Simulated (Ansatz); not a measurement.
System: C$_{2}$H$_{8}$BNO$_{2}$.

Input

```
crystal:
  periodic: [false, false, false]
  atoms:
    - {symbol: C, position_ang: [-0.803744, -0.989228, 0.842392]}
    - {symbol: N, position_ang: [0.094987, -0.156040, 0.094878]}
    - {symbol: C, position_ang: [1.467613, -0.593646, 0.159093]}
    - {symbol: B, position_ang: [-0.287070, 0.987248, -0.645677]}
    - {symbol: O, position_ang: [0.682895, 1.694085, -1.316270]}
    - {symbol: O, position_ang: [-1.579808, 1.457266, -0.749326]}
    - {symbol: H, position_ang: [-1.834920, -0.636060, 0.781050]}
    - {symbol: H, position_ang: [-0.792837, -2.023696, 0.473963]}
    - {symbol: H, position_ang: [-0.533783, -1.016823, 1.906450]}
    - {symbol: H, position_ang: [2.099088, 0.074100, -0.422702]}
    - {symbol: H, position_ang: [1.831209, -0.602945, 1.194886]}
    - {symbol: H, position_ang: [1.577176, -1.611180, -0.238243]}
    - {symbol: H, position_ang: [0.299972, 2.442400, -1.777832]}
    - {symbol: H, position_ang: [-2.233579, 0.945419, -0.273960]}
basis:
  gaussian: {orbitals: def2-TZVPP}
hamiltonian: {xc: pbe0, dispersion: d4}
output: {orbitals: {seedname: orbitals}}
```

Run with:

```sh
ansatz run in.yaml --threads 4 --pin off --events-out ev --progress --plain --max-ram 11315MiB
```

Geometry: PBE0-D4/def2-TZVP.

Computed with RKS PBE0-D4/def2-TZVPP (Ansatz 0.2.0).

What will maps of the electron density and electron localisation function show?

Answer. B–O (1.37 Å): ρ is about 2.1 e/Å³ halfway; the ELF peaks at about 0.90 between the atoms (a short, strongly polar bond).
B–N (1.41 Å): ρ is about 1.9 e/Å³ halfway; the ELF peaks at about 0.90 between the atoms; a short, strongly polar bond.
C–N (1.44 Å): the density is about 2 e/Å³ at the midpoint; the ELF peaks at about 0.90 between the atoms: a shared electron pair.
O–H (0.96 Å): the density is about 3.8 e/Å³ at the midpoint; the ELF climbs to about 1 towards the hydrogen, as it does in any bond to H: a covalent bond by its length.

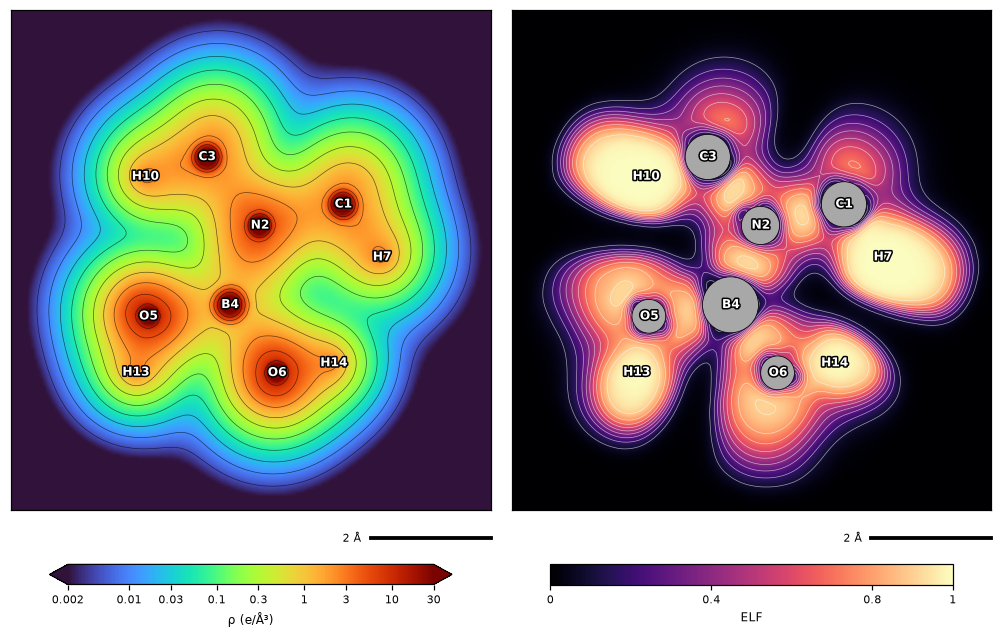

Computed electron density and electron localisation function on the plane of atoms N2, B4 and O5, in this order. Grey discs cover the atomic cores in the ELF map. 
